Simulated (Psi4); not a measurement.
**CH5B (BH2Me): B3LYP/def2-SVPD (sweep point 2)**

What is the vertical ionisation energy of CH5B (BH2Me) at B3LYP/def2-SVPD (sweep point 2)? The job is set up through a Python script.

Program for the calculation: Psi4 1.11.

## 1. The system as given

The species is CH5B (7 atoms), meant as a singlet with charge 0. As SMILES, `[H]B([H])C`. The coordinates come from a GFN2-xTB relaxation.

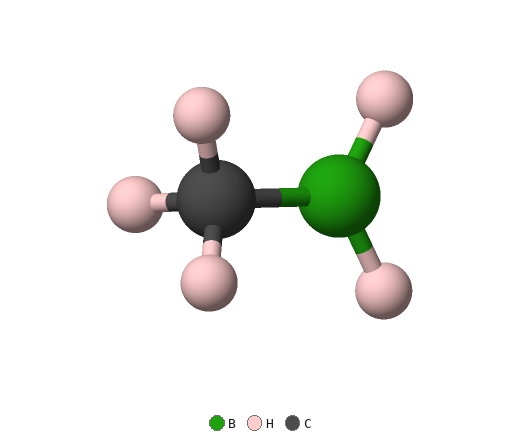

Viewed from a chosen angle; boron green, hydrogen pink, carbon dark grey.

## 2. The energy at B3LYP/def2-SVPD (sweep point 2)

File job.py:

```python
import psi4

psi4.set_memory(1600000000)
psi4.set_num_threads(1)
psi4.core.set_output_file('output.dat', False)

m = psi4.geometry("""
B      0.444840     0.781100     0.006260
H      1.614940     0.782320     0.008990
H     -0.129680     1.798100    -0.061390
C     -0.337160    -0.573970     0.039720
H     -0.405600    -0.929380    -0.991140
H     -1.358290    -0.496260     0.405500
H      0.170950    -1.361910     0.592050
units angstrom
symmetry c1
""")

psi4.set_options({
    'basis': 'def2-SVPD',
    'puream': True,
    'scf_type': 'pk',
    'dft_radial_points': 99,
    'dft_spherical_points': 590,
})

e_tot, wfn = psi4.energy("B3LYP", return_wfn=True)
print('E =', round(e_tot, 9))
for k, v in sorted(psi4.core.scalar_variables().items()):
    print(f'{k:45s} {v:18.10f}')
```

Run with:

```
$ python job.py
```

output.dat:

```text
[...]
  Running in c1 symmetry.
[...]
  Nuclear repulsion =   31.931012594416508
[...]
  Multiplicity = 1
[...]
  Nalpha       = 8
  Nbeta        = 8
[...]
    Number of basis functions: 80
[...]
   @RKS iter   1:   -65.66385973353907   -3.68805e-01   8.16279e-03 ADIIS/DIIS
[...]
   @RKS iter   7:   -65.89978374094507   -2.99277e-08   3.30155e-07 DIIS
[...]
    Orbital Energies [Eh]
    ---------------------
    Doubly Occupied:
       1A    -10.165942     2A     -6.762826     3A     -0.699735
       4A     -0.487055     5A     -0.418897     6A     -0.406519
       7A     -0.339566     8A     -0.328453
[...]
  @RKS Final Energy:   -65.89978374094507
   => Energetics <=
    Nuclear Repulsion Energy =             31.9310125944165080
    One-Electron Energy =                -149.8414515795797399
    Two-Electron Energy =                  61.1802997948759213
    DFT Exchange-Correlation Energy =      -9.1696445506577540
    Empirical Dispersion Energy =           0.0000000000000000
    VV10 Nonlocal Energy =                  0.0000000000000000
    Total Energy =                        -65.8997837409450682
[...]
 Multipole Moments:
 ------------------------------------------------------------------------------------
     Multipole            Electronic (a.u.)      Nuclear  (a.u.)        Total (a.u.)
 ------------------------------------------------------------------------------------
 L = 1.  Multiply by 2.5417464519 to convert [e a0] to [Debye]
 Dipole X            :          0.5158238           -0.6240675           -0.1082436
 Dipole Y            :          0.9355174           -1.1391485           -0.2036311
 Dipole Z            :          0.0901106           -0.1155367           -0.0254261
 Magnitude           :                                                    0.2320103
[...]
```

Standard output:

```text
E = -65.899783741
CURRENT ENERGY                                    -65.8997837409
CURRENT REFERENCE ENERGY                          -65.8997837409
DD SOLVATION ENERGY                                 0.0000000000
DFT FUNCTIONAL TOTAL ENERGY                       -65.8997837409
DFT TOTAL ENERGY                                  -65.8997837409
DFT VV10 ENERGY                                     0.0000000000
DFT XC ENERGY                                      -9.1696445507
GRID ELECTRONS ALPHA                                7.9999999711
GRID ELECTRONS BETA                                 7.9999999711
GRID ELECTRONS TOTAL                               15.9999999422
NUCLEAR REPULSION ENERGY                           31.9310125944
ONE-ELECTRON ENERGY                              -149.8414515796
PCM POLARIZATION ENERGY                             0.0000000000
PE ENERGY                                           0.0000000000
SCF ITERATION ENERGY                              -65.8997837409
SCF ITERATIONS                                      7.0000000000
SCF TOTAL ENERGY                                  -65.8997837409
TWO-ELECTRON ENERGY                                61.1802997949
XC GRID RADIAL POINTS                              99.0000000000
XC GRID SPHERICAL POINTS                          590.0000000000
XC GRID TOTAL POINTS                           392275.0000000000
```

It took 8.4 s on 1 thread of AMD EPYC 9R45 (Zen 5), shared host; peak memory 0.76 GiB.

## 3. The doublet cation, same level

File job.py:

```python
import psi4

psi4.set_memory(1600000000)
psi4.set_num_threads(1)
psi4.core.set_output_file('psi4.out', False)

mol = psi4.geometry("""
1 2
B      0.444840     0.781100     0.006260
H      1.614940     0.782320     0.008990
H     -0.129680     1.798100    -0.061390
C     -0.337160    -0.573970     0.039720
H     -0.405600    -0.929380    -0.991140
H     -1.358290    -0.496260     0.405500
H      0.170950    -1.361910     0.592050
symmetry c1
""")

psi4.set_options({
    'basis': 'def2-SVPD',
    'reference': 'uks',
    'puream': True,
    'scf_type': 'pk',
    'dft_radial_points': 99,
    'dft_spherical_points': 590,
    'maxiter': 100,
})

energy_value = psi4.energy("b3lyp")
print(f'b3lyp energy: {energy_value:.10f} Eh')
```

Run with:

```
$ python job.py
```

psi4.out:

```text
[...]
  Running in c1 symmetry.
[...]
  Nuclear repulsion =   31.931012594416508
[...]
  Multiplicity = 2
[...]
  Nalpha       = 8
  Nbeta        = 7
[...]
    Number of basis functions: 80
[...]
   @UKS iter   1:   -65.29416430251962    8.90338e-04   7.23216e-03 ADIIS/DIIS
[...]
   @UKS iter  11:   -65.46524912762783   -6.86543e-07   7.21794e-07 DIIS
[...]
   @S^2 Observed:                7.550997354E-01
[...]
    Orbital Energies [Eh]
    ---------------------
    Alpha Occupied:
       1A    -10.443726     2A     -7.088637     3A     -0.978331
       4A     -0.809096     5A     -0.723052     6A     -0.668293
       7A     -0.650948     8A     -0.628088
    Alpha Virtual:
       9A     -0.329131    10A     -0.166667    11A     -0.128491
      12A     -0.121415    13A     -0.116530    14A     -0.083112
      15A     -0.075758    16A     -0.065082    17A     -0.057480
      18A     -0.037996    19A     -0.028424    20A     -0.019537
      21A     -0.000857    22A      0.029619    23A      0.057131
      24A      0.068304    25A      0.088292    26A      0.097033
[...]
  @UKS Final Energy:   -65.46524912762783
   => Energetics <=
    Nuclear Repulsion Energy =             31.9310125944165080
    One-Electron Energy =                -145.2016484094729663
    Two-Electron Energy =                  56.6895994079424597
    DFT Exchange-Correlation Energy =      -8.8842127205138279
    Empirical Dispersion Energy =           0.0000000000000000
    VV10 Nonlocal Energy =                  0.0000000000000000
    Total Energy =                        -65.4652491276278283
[...]
 Multipole Moments:
 ------------------------------------------------------------------------------------
     Multipole            Electronic (a.u.)      Nuclear  (a.u.)        Total (a.u.)
 ------------------------------------------------------------------------------------
 L = 1.  Multiply by 2.5417464519 to convert [e a0] to [Debye]
 Dipole X            :          0.8425569           -0.6240675            0.2184894
 Dipole Y            :          1.5503460           -1.1391485            0.4111975
 Dipole Z            :          0.1218889           -0.1155367            0.0063522
 Magnitude           :                                                    0.4656837
[...]
```

Standard output:

```text
b3lyp energy: -65.4652491276 Eh
```

It took 17 s on 1 thread of AMD EPYC 9R45 (Zen 5), shared host; peak memory 0.76 GiB.

## 4. Outcome

Level: B3LYP/def2-SVPD (sweep point 2).

| quantity | value |
| --- | --- |
| singlet CH5B: total energy | -65.89978 Eh |
| singlet CH5B: dipole moment | 0.59 D |
| singlet CH5B: HOMO energy | -8.94 eV |
| singlet CH5B: LUMO energy | -1.52 eV |
| singlet CH5B: HOMO–LUMO gap | 7.42 eV |
| doublet cation: total energy | -65.46525 Eh |
| doublet cation: HOMO energy (highest over α and β) | -16.81 eV |
| doublet cation: LUMO energy (lowest over α and β) | -14.71 eV |
| doublet cation: ⟨S²⟩ | 0.755 |
| vertical ionisation energy (to the doublet cation) | 11.824 eV |

The vertical ionisation energy comes to 11.82 eV (273 kcal/mol). −ε(HOMO) before ionisation, 8.94 eV, is 2.89 eV below this ionisation energy.
